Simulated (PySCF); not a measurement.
**Run report: C5H6, geometry relaxation (part 1 of 3)**

System: C5H6 (Cyclopropylacetylene).
Method: PBE0/6-31G*, RKS (PySCF 2.14.0).

The geometry comes from this level: GFN2-xTB. Figures and captions count atoms from 1; the log counts them from 0 in places.

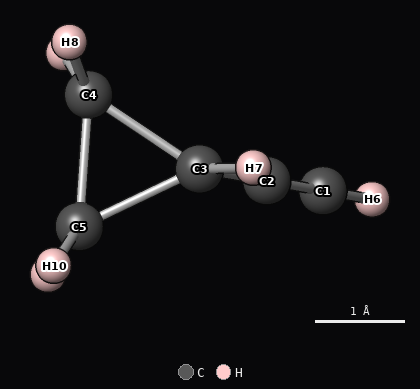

Figure 1. The input geometry (ball-and-stick view, seen at a tilt; atoms are numbered from 1 in the order of the input). Bond lengths as drawn: C–C 1.20 to 1.51 Å and C–H 1.05 to 1.08 Å.

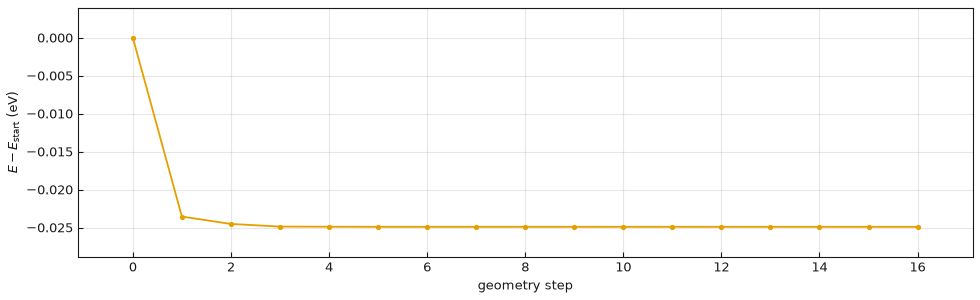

Figure 2. Progress of the relaxation, step by step (steps are counted from 0).

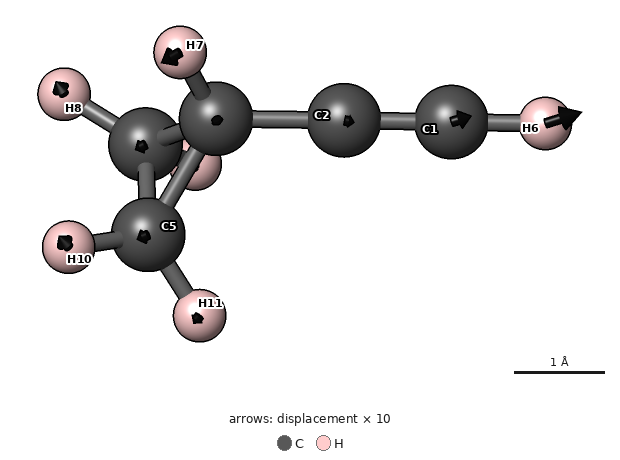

Figure 3. The starting structure with the displacements as black arrows, magnified 10 times (ball-and-stick view, seen at a tilt). The two geometries are laid on each other by the best rigid fit. The energy falls by 0.025 eV in 16 geometry steps. The largest force component goes from 0.67 to 0.00019 eV/Å. The atom that moves furthest after the best rigid fit is H6 (0.045 Å). By element the largest moves are H 0.045 Å, C 0.025 Å. Among the contacts that change: C1–H6 1.048 → 1.067 Å, C1–C2 1.198 → 1.209 Å, C2–C3 1.428 → 1.436 Å, C3–C4 1.507 → 1.514 Å. (Atoms are counted from 1 in the order of the input.)

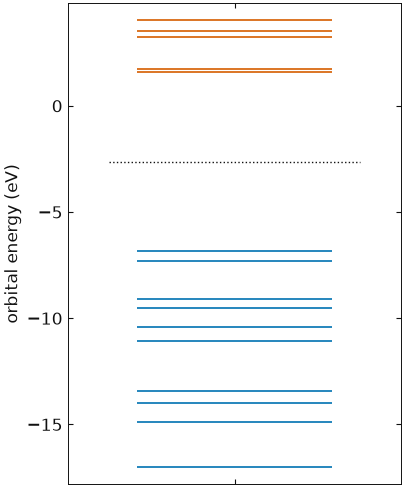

Figure 4. Orbital energies near the frontier; the dotted line parts filled from empty levels, and levels within 0.02 eV of each other stand side by side. Highest filled −6.86 eV, lowest empty 1.59 eV, 8.45 eV apart.

The input and output of the run follow.

### Input file (run.py)
```python
# Cyclopropylacetylene
from pyscf import gto, dft
from pyscf.geomopt.geometric_solver import kernel as optimise

mol = gto.M(
    atom='''
C     -0.876620     2.323460     0.191590
C     -0.252010     1.304720     0.275870
C      0.491980     0.089500     0.370560
C     -0.243570    -1.225240     0.354640
C      0.572210    -0.818370    -0.829130
H     -1.423990     3.214670     0.119190
H      1.370550     0.164420     1.001710
H      0.122740    -2.016780     0.990860
H     -1.319000    -1.196270     0.265030
H      1.506050    -1.326860    -1.016040
H      0.051650    -0.513250    -1.724270
''',
    charge=0,
    basis='6-31g*',
    spin=0,
    verbose=3,
    max_memory=1860,
)

ks = dft.RKS(mol)
ks.xc = 'pbe0'
ks.grids.level = 2
ks.conv_tol = 1e-10
converged, mol_eq = optimise(ks, maxsteps=60, convergence_set='GAU_TIGHT')
print('converged:', converged)
print(mol_eq.tostring())

ks.reset(mol_eq)
mol = mol_eq
ks.kernel()
if not ks.converged:
    ks = ks.newton().run(ks.mo_coeff, ks.mo_occ)
etot = ks.e_tot
print('E(%s) = %.9f' % ('PBE0', etot))
```

Command:
```bash
OMP_NUM_THREADS=1 python run.py
```

### Output
```
#|     Arguments passed to driver run_optimizer():      |#
convergence_set           GAU_TIGHT
customengine              <pyscf.geomopt.geometric_solver.PySCFEngine object>
maxiter                   60
----------------------------------------------------------
Custom engine selected.
Bonds will be generated from interatomic distances less than 1.20 times sum of covalent radii
33 internal coordinates being used (instead of 33 Cartesians)
Internal coordinate system (atoms numbered from 1):
Distance 1-2
Distance 1-6
Distance 2-3
Distance 3-4
Distance 3-5
Distance 3-7
Distance 4-5
Distance 4-8
Distance 4-9
Distance 5-10
Distance 5-11
Angle 2-3-4
Angle 2-3-5
Angle 2-3-7
Angle 4-3-5
Angle 4-3-7
Angle 5-3-7
Angle 3-4-5
Angle 3-4-8
Angle 3-4-9
Angle 5-4-8
Angle 5-4-9
Angle 8-4-9
Angle 3-5-4
Angle 3-5-10
Angle 3-5-11
Angle 4-5-10
Angle 4-5-11
Angle 10-5-11
LinearAngleX 2-1-6
LinearAngleY 2-1-6
LinearAngleX 1-2-3
LinearAngleY 1-2-3
Dihedral 2-3-4-5
Dihedral 2-3-4-8
Dihedral 2-3-4-9
Dihedral 5-3-4-8
Dihedral 5-3-4-9
Dihedral 7-3-4-5
Dihedral 7-3-4-8
Dihedral 7-3-4-9
Dihedral 2-3-5-4
Dihedral 2-3-5-10
Dihedral 2-3-5-11
Dihedral 4-3-5-10
Dihedral 4-3-5-11
Dihedral 7-3-5-4
Dihedral 7-3-5-10
Dihedral 7-3-5-11
Dihedral 3-4-5-10
Dihedral 3-4-5-11
Dihedral 8-4-5-3
Dihedral 8-4-5-10
Dihedral 8-4-5-11
Dihedral 9-4-5-3
Dihedral 9-4-5-10
Dihedral 9-4-5-11
Translation-X 1-11
Translation-Y 1-11
Translation-Z 1-11
Rotation-A 1-11
Rotation-B 1-11
Rotation-C 1-11
<class 'geometric.internal.Distance'> : 11
<class 'geometric.internal.Angle'> : 18
<class 'geometric.internal.LinearAngle'> : 4
<class 'geometric.internal.Dihedral'> : 24
<class 'geometric.internal.TranslationX'> : 1
<class 'geometric.internal.TranslationY'> : 1
<class 'geometric.internal.TranslationZ'> : 1
<class 'geometric.internal.RotationA'> : 1
<class 'geometric.internal.RotationB'> : 1
<class 'geometric.internal.RotationC'> : 1
> ===== Optimization Info: ====
> Job type: Energy minimization
> Maximum number of optimization cycles: 60
> Initial / maximum trust radius (Angstrom): 0.100 / 0.300
> Convergence Criteria:
> Will converge when all 5 criteria are reached:
>  |Delta-E| < 1.00e-06
>  RMS-Grad  < 1.00e-05
>  Max-Grad  < 1.50e-05
>  RMS-Disp  < 4.00e-05
>  Max-Disp  < 6.00e-05
> === End Optimization Info ===

Geometry optimization cycle 1
Cartesian coordinates (Angstrom)
 Atom        New coordinates             dX        dY        dZ
   C  -0.876620   2.323460   0.191590    0.000000  0.000000  0.000000
   C  -0.252010   1.304720   0.275870    0.000000  0.000000  0.000000
   C   0.491980   0.089500   0.370560    0.000000  0.000000  0.000000
   C  -0.243570  -1.225240   0.354640    0.000000  0.000000  0.000000
   C   0.572210  -0.818370  -0.829130    0.000000  0.000000  0.000000
   H  -1.423990   3.214670   0.119190    0.000000  0.000000  0.000000
   H   1.370550   0.164420   1.001710   -0.000000  0.000000  0.000000
   H   0.122740  -2.016780   0.990860    0.000000  0.000000  0.000000
   H  -1.319000  -1.196270   0.265030    0.000000  0.000000  0.000000
   H   1.506050  -1.326860  -1.016040    0.000000  0.000000  0.000000
   H   0.051650  -0.513250  -1.724270    0.000000  0.000000  0.000000

WARN: Mole.unit (angstrom) is changed to Bohr

converged SCF energy = -193.792391673622
--------------- RKS_Scanner gradients ---------------
         x                y                z
0 C     0.0041092001    -0.0068870468     0.0003690597
1 C    -0.0077095723     0.0125684215    -0.0007734524
2 C     0.0000358090    -0.0018331535    -0.0007096819
3 C    -0.0014285871     0.0022849010     0.0024578922
4 C     0.0009265135     0.0034499494    -0.0009047040
5 H     0.0079476750    -0.0129458509     0.0010454817
6 H    -0.0029796841     0.0029599494    -0.0010343031
7 H    -0.0030034224     0.0028234902    -0.0029873313
8 H     0.0042129294    -0.0017596341     0.0003513007
9 H    -0.0046178349     0.0019975728    -0.0006197644
10 H     0.0025101192    -0.0026490924     0.0028094941
----------------------------------------------
cycle 1: E = -193.792391674  dE = -193.792  norm(grad) = 0.0256429
Step    0 : Gradient = 7.732e-03/1.523e-02 (rms/max) Energy = -193.7923916736
Hessian Eigenvalues: 3.28363e-02 3.81446e-02 3.81461e-02 ... 4.01012e-01 4.12748e-01 1.05863e+00

Geometry optimization cycle 2
Cartesian coordinates (Angstrom)
 Atom        New coordinates             dX        dY        dZ
   C  -0.884569   2.342730   0.192875   -0.007949  0.019270  0.001285
   C  -0.256672   1.312108   0.274245   -0.004662  0.007388 -0.001625
   C   0.490566   0.086022   0.368110   -0.001414 -0.003478 -0.002450
   C  -0.241953  -1.235523   0.352572    0.001617 -0.010283 -0.002068
   C   0.574147  -0.828804  -0.831588    0.001937 -0.010434 -0.002458
   H  -1.439958   3.252802   0.122434   -0.015968  0.038132  0.003244
   H   1.375765   0.146143   0.998801    0.005215 -0.018277 -0.002909
   H   0.134498  -2.026350   0.995842    0.011758 -0.009570  0.004982
   H  -1.323896  -1.199812   0.268170   -0.004896 -0.003542  0.003140
   H   1.517829  -1.336941  -1.010961    0.011779 -0.010081  0.005079
   H   0.053866  -0.513482  -1.730956    0.002216 -0.000232 -0.006686
converged SCF energy = -193.793257403225
--------------- RKS_Scanner gradients ---------------
         x                y                z
0 C    -0.0003305774     0.0004793369    -0.0001768218
1 C     0.0002972602    -0.0007726465     0.0000943428
2 C     0.0008031976    -0.0037605374    -0.0008006154
3 C     0.0004846636     0.0019147898     0.0004795234
4 C     0.0000333337     0.0017288565     0.0011168725
5 H    -0.0007366809     0.0012367956    -0.0000694861
6 H     0.0000019492     0.0010378839     0.0003582763
7 H    -0.0003899618    -0.0007097442    -0.0000807383
8 H    -0.0002829532    -0.0004131169     0.0001566728
9 H    -0.0000167389    -0.0005202115    -0.0006083501
10 H     0.0001413325    -0.0002130710    -0.0004669217
----------------------------------------------
cycle 2: E = -193.793257403  dE = -0.00086573  norm(grad) = 0.00547775
Step    1 : Displace = 1.777e-02/4.154e-02 (rms/max) Trust = 1.000e-01 (=) Grad = 1.652e-03/3.928e-03 (rms/max) E (change) = -193.7932574032 (-8.657e-04) Quality = 0.960
Hessian Eigenvalues: 3.28362e-02 3.73603e-02 3.81452e-02 ... 4.07571e-01 4.39724e-01 1.10698e+00

Geometry optimization cycle 3
Cartesian coordinates (Angstrom)
 Atom        New coordinates             dX        dY        dZ
   C  -0.883955   2.343456   0.193889    0.000614  0.000726  0.001014
   C  -0.257254   1.312785   0.273684   -0.000582  0.000677 -0.000561
   C   0.488371   0.087097   0.366769   -0.002194  0.001075 -0.001341
   C  -0.242715  -1.236890   0.351154   -0.000762 -0.001367 -0.001418
   C   0.573127  -0.830588  -0.832506   -0.001020 -0.001783 -0.000918
   H  -1.438079   3.252828   0.124524    0.001879  0.000026  0.002090
   H   1.374323   0.142350   0.996371   -0.001442 -0.003793 -0.002430
   H   0.136887  -2.022703   0.998215    0.002389  0.003646  0.002373
   H  -1.324447  -1.201118   0.266689   -0.000552 -0.001306 -0.001481
   H   1.519777  -1.333992  -1.007818    0.001948  0.002949  0.003143
   H   0.053033  -0.515306  -1.731749   -0.000833 -0.001824 -0.000794
converged SCF energy = -193.793293014223
--------------- RKS_Scanner gradients ---------------
         x                y                z
0 C    -0.0000824242     0.0000911006    -0.0001169328
1 C    -0.0001938774     0.0000503915    -0.0000132351
2 C     0.0006645039    -0.0020165314    -0.0002725442
3 C     0.0001066044     0.0009125542     0.0002145347
4 C    -0.0000592675     0.0008591550     0.0004237374
5 H    -0.0002014433     0.0003491836     0.0000008631
6 H    -0.0000421691     0.0005833461     0.0001719248
7 H    -0.0001170998    -0.0003312931    -0.0000532865
8 H    -0.0001653838    -0.0001697416     0.0001175775
9 H     0.0000077878    -0.0002691949    -0.0002213212
10 H     0.0000879843    -0.0000509107    -0.0002485656
----------------------------------------------
cycle 3: E = -193.793293014  dE = -3.5611e-05  norm(grad) = 0.00271785
Step    2 : Displace = 3.106e-03/5.191e-03 (rms/max) Trust = 1.414e-01 (+) Grad = 8.195e-04/2.141e-03 (rms/max) E (change) = -193.7932930142 (-3.561e-05) Quality = 1.468
Hessian Eigenvalues: 2.77669e-02 3.28374e-02 3.81452e-02 ... 4.06624e-01 4.21838e-01 1.11040e+00

Geometry optimization cycle 4
Cartesian coordinates (Angstrom)
 Atom        New coordinates             dX        dY        dZ
   C  -0.883237   2.345062   0.195581    0.000719  0.001606  0.001692
   C  -0.257901   1.313705   0.273178   -0.000647  0.000919 -0.000505
   C   0.485570   0.088343   0.365044   -0.002802  0.001246 -0.001725
   C  -0.243282  -1.238600   0.349632   -0.000567 -0.001710 -0.001522
   C   0.572219  -0.832784  -0.833388   -0.000909 -0.002197 -0.000882
   H  -1.436172   3.254533   0.127402    0.001907  0.001705  0.002878
   H   1.372456   0.138109   0.993467   -0.001867 -0.004241 -0.002904
   H   0.139111  -2.018958   1.001109    0.002224  0.003746  0.002894
   H  -1.324668  -1.203745   0.264005   -0.000220 -0.002627 -0.002684
   H   1.522079  -1.330731  -1.004937    0.002302  0.003261  0.002881
   H   0.051672  -0.518919  -1.732525   -0.001360 -0.003614 -0.000776
converged SCF energy = -193.793305799787
--------------- RKS_Scanner gradients ---------------
         x                y                z
0 C     0.0000054424    -0.0000287484    -0.0000626542
1 C    -0.0001287242     0.0000493902    -0.0000288112
2 C     0.0003058425    -0.0000322109     0.0001898681
3 C    -0.0002076142    -0.0000682363    -0.0000765224
4 C    -0.0001385360    -0.0000299261    -0.0001939192
5 H     0.0000389171    -0.0000630951     0.0000256460
6 H    -0.0000386516     0.0000702292    -0.0000021215
7 H     0.0001059492     0.0000408530    -0.0000432062
8 H     0.0000208084     0.0000369147     0.0000521481
9 H    -0.0000042904    -0.0000150931     0.0001224464
10 H     0.0000465576     0.0000475715     0.0000198495
----------------------------------------------
cycle 4: E = -193.7933058  dE = -1.27856e-05  norm(grad) = 0.00056434
Step    3 : Displace = 3.771e-03/5.686e-03 (rms/max) Trust = 2.000e-01 (+) Grad = 1.702e-04/3.614e-04 (rms/max) E (change) = -193.7933057998 (-1.279e-05) Quality = 1.011
Hessian Eigenvalues: 2.50472e-02 3.28371e-02 3.81452e-02 ... 4.06104e-01 4.25768e-01 1.11650e+00

Geometry optimization cycle 5
Cartesian coordinates (Angstrom)
 Atom        New coordinates             dX        dY        dZ
   C  -0.883089   2.345544   0.196141    0.000148  0.000482  0.000560
   C  -0.258099   1.313908   0.273150   -0.000198  0.000203 -0.000029
   C   0.484990   0.088405   0.364665   -0.000580  0.000061 -0.000379
   C  -0.243227  -1.238910   0.349550    0.000055 -0.000310 -0.000082
   C   0.572253  -0.833094  -0.833459    0.000034 -0.000310 -0.000071
   H  -1.435744   3.255248   0.128124    0.000428  0.000715  0.000722
   H   1.371997   0.137733   0.993008   -0.000459 -0.000376 -0.000459
   H   0.138924  -2.018803   1.001739   -0.000188  0.000155  0.000631
   H  -1.324591  -1.204677   0.263152    0.000077 -0.000932 -0.000853
   H   1.522485  -1.330266  -1.005235    0.000406  0.000465 -0.000299
   H   0.051196  -0.520099  -1.732629   -0.000476 -0.001179 -0.000104
converged SCF energy = -193.793306466214
--------------- RKS_Scanner gradients ---------------
         x                y                z
0 C     0.0000005084    -0.0000161296    -0.0000487815
1 C    -0.0000591535    -0.0000017665    -0.0000093817
2 C     0.0001846832     0.0000818561     0.0001481718
3 C    -0.0001483257    -0.0000764729    -0.0000686871
4 C    -0.0000997179    -0.0000528142    -0.0001460917
5 H     0.0000202286    -0.0000352048     0.0000177501
6 H    -0.0000197009     0.0000238231    -0.0000051268
7 H     0.0000789559     0.0000321175    -0.0000260124
8 H     0.0000149526     0.0000260771     0.0000362214
9 H     0.0000011380    -0.0000073081     0.0000902798
10 H     0.0000322113     0.0000334481     0.0000144118
----------------------------------------------
cycle 5: E = -193.793306466  dE = -6.66428e-07  norm(grad) = 0.000399135
Step    4 : Displace = 7.903e-04/1.231e-03 (rms/max) Trust = 2.828e-01 (+) Grad = 1.203e-04/2.505e-04 (rms/max) E (change) = -193.7933064662 (-6.664e-07) Quality = 1.439
Hessian Eigenvalues: 1.52019e-02 3.26407e-02 3.28468e-02 ... 4.09345e-01 4.21952e-01 1.11101e+00
```
